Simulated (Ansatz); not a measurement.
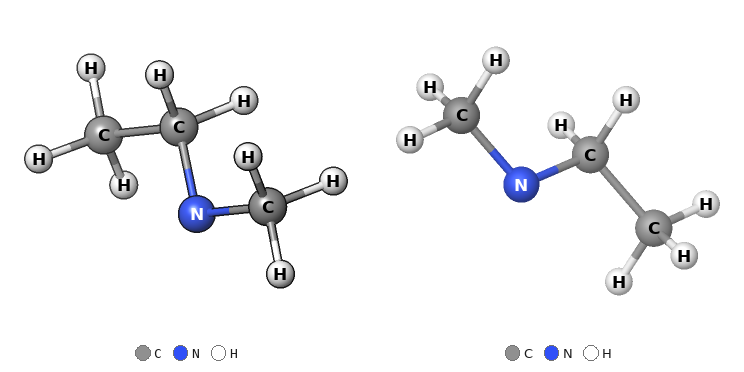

Two views of one molecule.

State: neutral, doublet. Computed geometry: PBE0-D4/def2-TZVP optimisation.

What is the molecular formula?

Answer. C₃H₈N, 12 atoms: 3 carbon, 8 hydrogen and 1 nitrogen.

Give a SMILES string for it.

Answer. CC[N]C

The parts below concern this one geometry. Atoms keep their numbers from picture to picture.

### Geometry

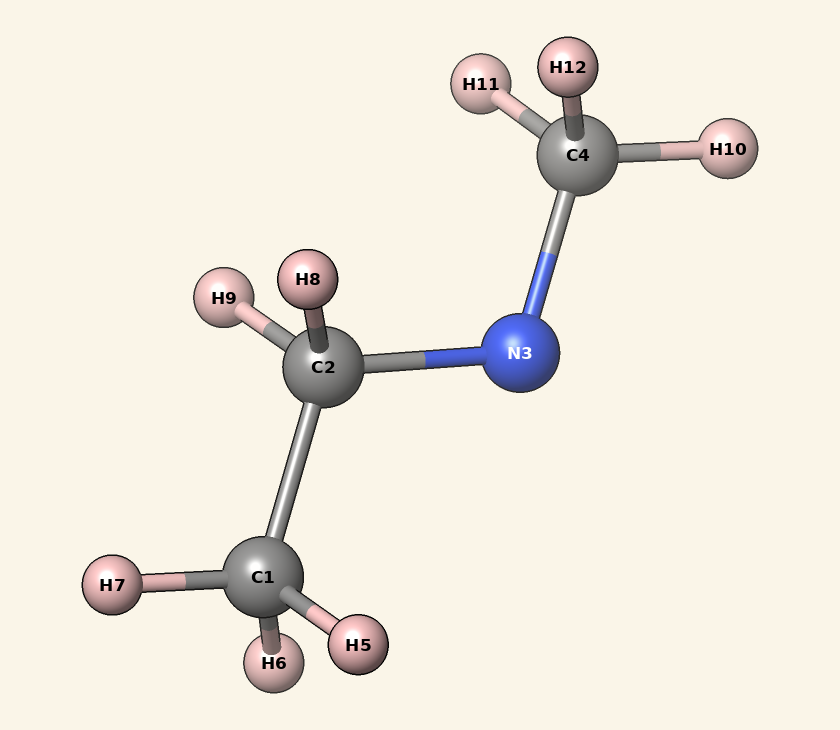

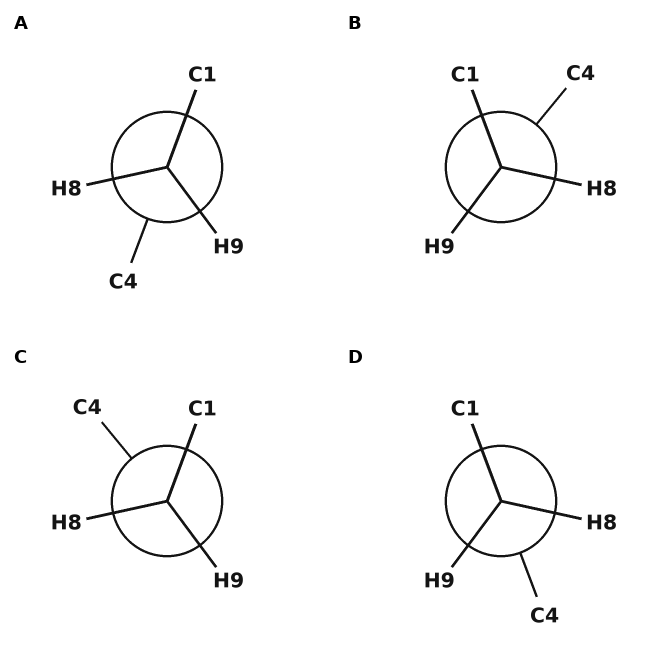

Depth is shown by fading: the farther an atom, the more it takes the colour of the background. Bonds that would overlap in a projection are set slightly apart.

Which Newman projection shows the view along C2–N3, with C2 in front?

Answer. A. The torsion angle C1–C2–N3–C4 is 180°, antiperiplanar (anti).

### Vibrations

Harmonic vibrations computed with UKS PBE0-D4/def2-TZVP (Ansatz 0.2.0) at a stationary point of the same level.

How many vibrational modes are there, and where do they lie?

Answer. 30 modes: 51, 115, 232, 294, 478, 729, 870, 961, 1046, 1049, 1064, 1149, 1228, 1273, 1369, 1396, 1411, 1430, 1471, 1474, 1480, 1493, 2944, 2967, 2968, 3012, 3057, 3121, 3133, 3138 cm⁻¹.

### Electronic properties

Level of theory: UKS PBE0-D4/def2-SVP (Ansatz 0.2.0).

Give the dispersion correction at this level.

Answer. −13.9 kJ/mol.

Estimate the ⟨S²⟩ of the determinant.

Answer. 0.754.

What is the HOMO energy (Kohn–Sham orbital)?

Answer. −6.92 eV.

### Dipole moment

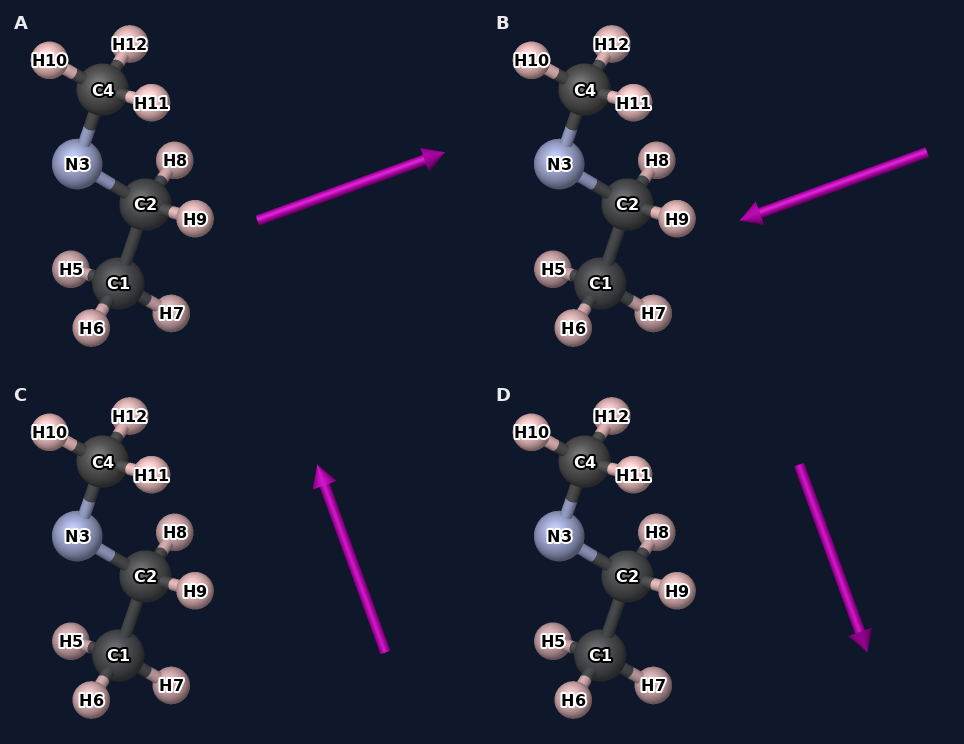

The same molecule four times, each with an arrow. Level of theory: UKS r2SCAN-D4/def2-TZVPP (Ansatz 0.2.0).

Which arrow points along the dipole moment, from the negative to the positive end?

Answer. A. The dipole moment is 1.60 D; it points from the side of H5, H6 to the side of H8, H9, H11, H12 (the outermost atoms at the two ends).
